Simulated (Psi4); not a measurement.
**Frequency calculation of BH3Cl (charge −1) (part 1 of 2)**

BH3Cl, charge −1, SMILES [H][B-]([H])([H])Cl, computed with HF/pcseg-1, RHF (Psi4 1.11).

The geometry was optimised with hf/pcseg-1.

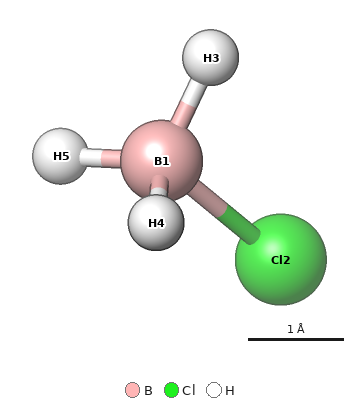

The input geometry (ball-and-stick view, seen at a tilt; atoms are numbered from 1 in the order of the input). Bond lengths as drawn: B–Cl 2.04 Å and B–H 1.22 Å.

The input (job.dat)
```
memory 1.6 GB

molecule geom {
  -1 1
  B     -0.002118     0.003300    -0.285376
  Cl     0.013914    -0.021734     1.753076
  H      1.167025     0.012340    -0.620675
  H     -0.594833     1.019447    -0.594459
  H     -0.586244    -1.009920    -0.619427
  units angstrom
  symmetry c1
}

set {
  basis pcseg-1
  reference rhf
  t 298.15
  rotational_symmetry_number 3
}

e, wfn = frequency("scf", return_wfn=True)
```

Launched with:
```bash
psi4 -n 1 job.dat job.out
```

Log
```
Psi4 1.11 release

gradient() will perform analytic gradient computation.

   => Loading Basis Set <=

    Name: PCSEG-1
    Role: ORBITAL
    Keyword: BASIS

         ---------------------------------------------------------
                                   SCF
                              RHF Reference
                        1 Threads,   1525 MiB Core
         ---------------------------------------------------------

  ==> Geometry <==

    Molecular point group: c1
    Full point group: C1

    Geometry (in Angstrom), charge = -1, multiplicity = 1:

       Center              X                  Y                   Z               Mass
    ------------   -----------------  -----------------  -----------------  -----------------
         B           -0.011282530269     0.017618792693    -1.434569297285    11.009305360000
         CL           0.004749469731    -0.007415207307     0.603882702715    34.968852682000
         H            1.157860469731     0.026658792693    -1.769868297285     1.007825032230
         H           -0.603997530269     1.033765792693    -1.743652297285     1.007825032230
         H           -0.595408530269    -0.995601207307    -1.768620297285     1.007825032230

  Running in c1 symmetry.

  Rotational constants: A =      4.06084  B =      0.35969  C =      0.35969 [cm^-1]
  Rotational constants: A = 121741.04470  B =  10783.14370  C =  10783.12680 [MHz]
  Nuclear repulsion =   39.597431883839732

  Charge       = -1
  Multiplicity = 1
  Electrons    = 26
  Nalpha       = 13
  Nbeta        = 13

  ==> Algorithm <==

  SCF Algorithm Type is DF.
  DIIS enabled.
  MOM disabled.
  Fractional occupation disabled.
  Guess Type is SAD.
  Energy threshold   = 1.00e-08
  Density threshold  = 1.00e-08
  Integral threshold = 1.00e-12

  ==> Primary Basis <==

  Basis Set: PCSEG-1
    Blend: PCSEG-1
    Number of shells: 23
    Number of basis functions: 47
    Number of Cartesian functions: 49
    Spherical Harmonics?: true
    Max angular momentum: 2

   => Loading Basis Set <=

    Name: (PCSEG-1 AUX)
    Role: JKFIT
    Keyword: DF_BASIS_SCF

  ==> Integral Setup <==

  DFHelper Memory: AOs need 0.005 GiB; user supplied 1.118 GiB.
  SCF_SUBTYPE=INCORE selected. In-core MEM_DF algorithm will be used.
  Using in-core AOs.

  ==> MemDFJK: Density-Fitted J/K Matrices <==

    J tasked:                   Yes
    K tasked:                   Yes
    wK tasked:                   No
    Memory [MiB]:              1144
    Algorithm:                 Core
    Schwarz Cutoff:           1E-12
    Mask sparsity (%):       0.0905
    Fitting Condition:        1E-10

   => Auxiliary Basis Set <=

  Basis Set: (PCSEG-1 AUX)
    Blend: DEF2-UNIVERSAL-JKFIT
    Number of shells: 81
    Number of basis functions: 257
    Number of Cartesian functions: 304
    Spherical Harmonics?: true
    Max angular momentum: 4

  Minimum eigenvalue in the overlap matrix is 9.7331788576E-03.
  Reciprocal condition number of the overlap matrix is 2.1147867564E-03.
    Using symmetric orthogonalization.

  ==> Pre-Iterations <==

  SCF Guess: Superposition of Atomic Densities via on-the-fly atomic UHF (no occupation information).

   -------------------------
    Irrep   Nso     Nmo
   -------------------------
     A         47      47
   -------------------------
    Total      47      47
   -------------------------

  ==> Iterations <==

                           Total Energy        Delta E     RMS |[F,P]|

   @DF-RHF iter SAD:  -485.16559955361220   -4.85166e+02   0.00000e+00
   @DF-RHF iter   1:  -485.89675891164438   -7.31159e-01   4.85014e-03 ADIIS/DIIS
   @DF-RHF iter   2:  -485.93622172836740   -3.94628e-02   1.61064e-03 ADIIS/DIIS
   @DF-RHF iter   3:  -485.94003253382027   -3.81081e-03   2.97137e-04 ADIIS/DIIS
   @DF-RHF iter   4:  -485.94031907288229   -2.86539e-04   7.48903e-05 DIIS
   @DF-RHF iter   5:  -485.94033917071886   -2.00978e-05   1.34206e-05 DIIS
   @DF-RHF iter   6:  -485.94033987500296   -7.04284e-07   3.97935e-06 DIIS
   @DF-RHF iter   7:  -485.94033992175576   -4.67528e-08   1.19028e-06 DIIS
   @DF-RHF iter   8:  -485.94033992684234   -5.08658e-09   1.71513e-07 DIIS
   @DF-RHF iter   9:  -485.94033992693744   -9.50990e-11   1.34244e-08 DIIS
   @DF-RHF iter  10:  -485.94033992693812   -6.82121e-13   1.90876e-09 DIIS
  Energy and wave function converged.

  ==> Post-Iterations <==

    Orbital Energies [Eh]
    ---------------------

    Doubly Occupied:

       1A   -104.538110     2A    -10.278830     3A     -7.758073
       4A     -7.756553     5A     -7.756553     6A     -7.373164
       7A     -0.819316     8A     -0.480424     9A     -0.276403
      10A     -0.276399    11A     -0.244354    12A     -0.194104
      13A     -0.194102

    Virtual:

      14A      0.364365    15A      0.393305    16A      0.435273
      17A      0.435277    18A      0.581963    19A      0.581965
      20A      0.649755    21A      0.733558    22A      0.795390
      23A      0.795391    24A      0.929147    25A      1.053540
      26A      1.053551    27A      1.068451    28A      1.161207
      29A      1.237833    30A      1.237833    31A      1.241291
      32A      1.241295    33A      1.464566    34A      1.821978
      35A      1.821985    36A      2.150708    37A      2.150719
      38A      2.230246    39A      2.338413    40A      2.622570
      41A      2.622586    42A      2.725899    43A      2.970135
      44A      2.970151    45A      3.390491    46A      3.669105
      47A      3.669112

    Final Occupation by Irrep:
              A
    DOCC [    13 ]
    NA   [    13 ]
    NB   [    13 ]

  @DF-RHF Final Energy:  -485.94033992693812

   => Energetics <=

    Nuclear Repulsion Energy =             39.5974318838397323
    One-Electron Energy =                -755.1827728361967047
    Two-Electron Energy =                 229.6450010254188783
    Total Energy =                       -485.9403399269381225

Computation Completed

Properties will be evaluated at   0.000000,   0.000000,   0.000000 [a0]

Properties computed using the SCF density matrix

 Multipole Moments:

 ------------------------------------------------------------------------------------
     Multipole            Electronic (a.u.)      Nuclear  (a.u.)        Total (a.u.)
 ------------------------------------------------------------------------------------

 L = 1.  Multiply by 2.5417464519 to convert [e a0] to [Debye]
 Dipole X            :          0.0387999           -0.0325359            0.0062640
 Dipole Y            :         -0.0605183            0.0507558           -0.0097625
 Dipole Z            :          4.9329095           -4.1365754            0.7963341
 Magnitude           :                                                    0.7964185

 ------------------------------------------------------------------------------------

	total time  =          0 seconds =       0.00 minutes

         ------------------------------------------------------------
                                   SCF GRAD
         ------------------------------------------------------------

  ==> Geometry <==

    Molecular point group: c1
    Full point group: C1

    Geometry (in Angstrom), charge = -1, multiplicity = 1:

       Center              X                  Y                   Z               Mass
    ------------   -----------------  -----------------  -----------------  -----------------
         B           -0.011282530269     0.017618792693    -1.434569297285    11.009305360000
         CL           0.004749469731    -0.007415207307     0.603882702715    34.968852682000
         H            1.157860469731     0.026658792693    -1.769868297285     1.007825032230
         H           -0.603997530269     1.033765792693    -1.743652297285     1.007825032230
         H           -0.595408530269    -0.995601207307    -1.768620297285     1.007825032230

  Nuclear repulsion =   39.597431883839732

  ==> Basis Set <==

  Basis Set: PCSEG-1
    Blend: PCSEG-1
    Number of shells: 23
    Number of basis functions: 47
    Number of Cartesian functions: 49
    Spherical Harmonics?: true
    Max angular momentum: 2

  ==> DFJKGrad: Density-Fitted SCF Gradients <==

    Gradient:                    1
    J tasked:                  Yes
    K tasked:                  Yes
    wK tasked:                  No
    Integrals threads:           1
    Memory [MiB]:             1144
    Schwarz Cutoff:          1E-12
    Fitting Condition:       1E-10

   => Auxiliary Basis Set <=

  Basis Set: (PCSEG-1 AUX)
    Blend: DEF2-UNIVERSAL-JKFIT
    Number of shells: 81
    Number of basis functions: 257
    Number of Cartesian functions: 304
    Spherical Harmonics?: true
    Max angular momentum: 4

  -Total Gradient:
     Atom            X                  Y                   Z
    ------   -----------------  -----------------  -----------------
       1        0.000000420441     0.000004890923     0.000014670111
       2       -0.000000222217    -0.000000547037    -0.000018794276
       3        0.000001189546    -0.000002380077     0.000001309453
       4       -0.000001511384     0.000000047911     0.000001335268
       5        0.000000123614    -0.000002011720     0.000001479444

	total time  =          0 seconds =       0.00 minutes

  Based on options and gradient (rms=6.39E-06), recommend projecting translations and projecting rotations.
hessian() will perform analytic frequency computation.

   => Loading Basis Set <=

    Name: PCSEG-1
    Role: ORBITAL
    Keyword: BASIS

         ---------------------------------------------------------
                                   SCF
                              RHF Reference
                        1 Threads,   1525 MiB Core
         ---------------------------------------------------------

  ==> Geometry <==

    Molecular point group: c1
    Full point group: C1

    Geometry (in Angstrom), charge = -1, multiplicity = 1:

       Center              X                  Y                   Z               Mass
    ------------   -----------------  -----------------  -----------------  -----------------
         B           -0.011282530269     0.017618792693    -1.434569297285    11.009305360000
         CL           0.004749469731    -0.007415207307     0.603882702715    34.968852682000
         H            1.157860469731     0.026658792693    -1.769868297285     1.007825032230
         H           -0.603997530269     1.033765792693    -1.743652297285     1.007825032230
         H           -0.595408530269    -0.995601207307    -1.768620297285     1.007825032230

  Running in c1 symmetry.

  Rotational constants: A =      4.06084  B =      0.35969  C =      0.35969 [cm^-1]
  Rotational constants: A = 121741.04470  B =  10783.14370  C =  10783.12680 [MHz]
  Nuclear repulsion =   39.597431883839732

  Charge       = -1
  Multiplicity = 1
  Electrons    = 26
  Nalpha       = 13
  Nbeta        = 13

  ==> Algorithm <==

  SCF Algorithm Type is DF.
  DIIS enabled.
  MOM disabled.
  Fractional occupation disabled.
  Guess Type is SAD.
  Energy threshold   = 1.00e-08
  Density threshold  = 1.00e-08
  Integral threshold = 1.00e-12

  ==> Primary Basis <==

  Basis Set: PCSEG-1
    Blend: PCSEG-1
    Number of shells: 23
    Number of basis functions: 47
    Number of Cartesian functions: 49
    Spherical Harmonics?: true
    Max angular momentum: 2

   => Loading Basis Set <=

    Name: (PCSEG-1 AUX)
    Role: JKFIT
    Keyword: DF_BASIS_SCF

  ==> Integral Setup <==

  DFHelper Memory: AOs need 0.005 GiB; user supplied 1.118 GiB.
  SCF_SUBTYPE=INCORE selected. In-core MEM_DF algorithm will be used.
  Using in-core AOs.

  ==> MemDFJK: Density-Fitted J/K Matrices <==

    J tasked:                   Yes
    K tasked:                   Yes
    wK tasked:                   No
    Memory [MiB]:              1144
    Algorithm:                 Core
    Schwarz Cutoff:           1E-12
    Mask sparsity (%):       0.0905
    Fitting Condition:        1E-10

   => Auxiliary Basis Set <=

  Basis Set: (PCSEG-1 AUX)
    Blend: DEF2-UNIVERSAL-JKFIT
    Number of shells: 81
    Number of basis functions: 257
    Number of Cartesian functions: 304
    Spherical Harmonics?: true
    Max angular momentum: 4

  Minimum eigenvalue in the overlap matrix is 9.7331788576E-03.
  Reciprocal condition number of the overlap matrix is 2.1147867564E-03.
    Using symmetric orthogonalization.

  ==> Pre-Iterations <==

  SCF Guess: Superposition of Atomic Densities via on-the-fly atomic UHF (no occupation information).

   -------------------------
    Irrep   Nso     Nmo
   -------------------------
     A         47      47
   -------------------------
    Total      47      47
   -------------------------

  ==> Iterations <==

                           Total Energy        Delta E     RMS |[F,P]|

   @DF-RHF iter SAD:  -485.16559955361220   -4.85166e+02   0.00000e+00
   @DF-RHF iter   1:  -485.89675891164438   -7.31159e-01   4.85014e-03 ADIIS/DIIS
   @DF-RHF iter   2:  -485.93622172836740   -3.94628e-02   1.61064e-03 ADIIS/DIIS
   @DF-RHF iter   3:  -485.94003253382027   -3.81081e-03   2.97137e-04 ADIIS/DIIS
   @DF-RHF iter   4:  -485.94031907288229   -2.86539e-04   7.48903e-05 DIIS
   @DF-RHF iter   5:  -485.94033917071886   -2.00978e-05   1.34206e-05 DIIS
   @DF-RHF iter   6:  -485.94033987500296   -7.04284e-07   3.97935e-06 DIIS
   @DF-RHF iter   7:  -485.94033992175576   -4.67528e-08   1.19028e-06 DIIS
   @DF-RHF iter   8:  -485.94033992684234   -5.08658e-09   1.71513e-07 DIIS
   @DF-RHF iter   9:  -485.94033992693744   -9.50990e-11   1.34244e-08 DIIS
   @DF-RHF iter  10:  -485.94033992693812   -6.82121e-13   1.90876e-09 DIIS
  Energy and wave function converged.

  ==> Post-Iterations <==

    Orbital Energies [Eh]
    ---------------------

    Doubly Occupied:

       1A   -104.538110     2A    -10.278830     3A     -7.758073
       4A     -7.756553     5A     -7.756553     6A     -7.373164
       7A     -0.819316     8A     -0.480424     9A     -0.276403
      10A     -0.276399    11A     -0.244354    12A     -0.194104
      13A     -0.194102

    Virtual:

      14A      0.364365    15A      0.393305    16A      0.435273
      17A      0.435277    18A      0.581963    19A      0.581965
      20A      0.649755    21A      0.733558    22A      0.795390
      23A      0.795391    24A      0.929147    25A      1.053540
      26A      1.053551    27A      1.068451    28A      1.161207
      29A      1.237833    30A      1.237833    31A      1.241291
      32A      1.241295    33A      1.464566    34A      1.821978
      35A      1.821985    36A      2.150708    37A      2.150719
      38A      2.230246    39A      2.338413    40A      2.622570
      41A      2.622586    42A      2.725899    43A      2.970135
      44A      2.970151    45A      3.390491    46A      3.669105
      47A      3.669112

    Final Occupation by Irrep:
              A
    DOCC [    13 ]
    NA   [    13 ]
    NB   [    13 ]

  @DF-RHF Final Energy:  -485.94033992693812

   => Energetics <=

    Nuclear Repulsion Energy =             39.5974318838397323
    One-Electron Energy =                -755.1827728361967047
    Two-Electron Energy =                 229.6450010254188783
    Total Energy =                       -485.9403399269381225

Computation Completed

Properties will be evaluated at   0.000000,   0.000000,   0.000000 [a0]

Properties computed using the SCF density matrix

 Multipole Moments:

 ------------------------------------------------------------------------------------
     Multipole            Electronic (a.u.)      Nuclear  (a.u.)        Total (a.u.)
 ------------------------------------------------------------------------------------

 L = 1.  Multiply by 2.5417464519 to convert [e a0] to [Debye]
 Dipole X            :          0.0387999           -0.0325359            0.0062640
 Dipole Y            :         -0.0605183            0.0507558           -0.0097625
 Dipole Z            :          4.9329095           -4.1365754            0.7963341
 Magnitude           :                                                    0.7964185

 ------------------------------------------------------------------------------------

	total time  =          1 seconds =       0.02 minutes

         ------------------------------------------------------------
                                   SCF HESS
         ------------------------------------------------------------

  ==> Geometry <==

    Molecular point group: c1
    Full point group: C1

    Geometry (in Angstrom), charge = -1, multiplicity = 1:
```
